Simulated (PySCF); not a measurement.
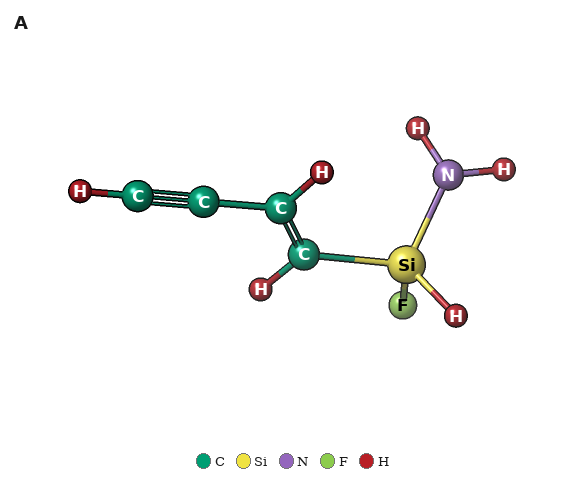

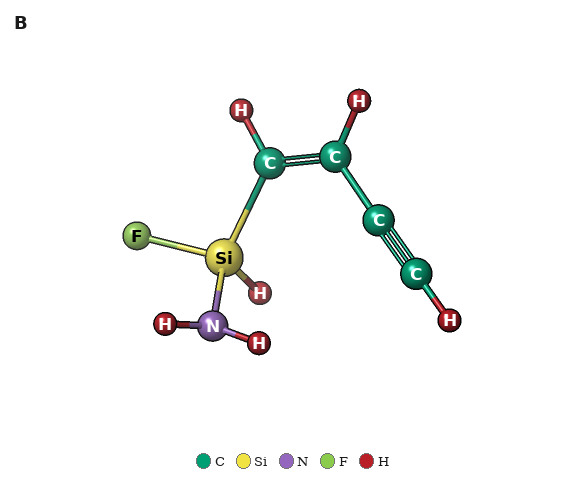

2 stationary structures of one formula. Geometries: GFN2-xTB. Electronic energies: ωB97X-D/def2-SVPD (PySCF 2.14.0), without zero-point energy. No frequency run is at hand to confirm each as a minimum. Each is one conformer, not always the lowest.

Are they conformers, stereoisomers or constitutional isomers?

Answer. They are stereoisomers of C4H6FNSi: A `C#C/C=C/[Si@H](N)F`, B `C#C/C=C\[Si@@H](N)F`.

Which is lowest in energy, and by how much?

Answer. A is lowest; B lies 3.4 kcal/mol above it.

The geometry is semi-empirical. Around Si such bond lengths and angles can be off by a tenth of an ångström or more and by several degrees, and values that hang on the shape move with them.
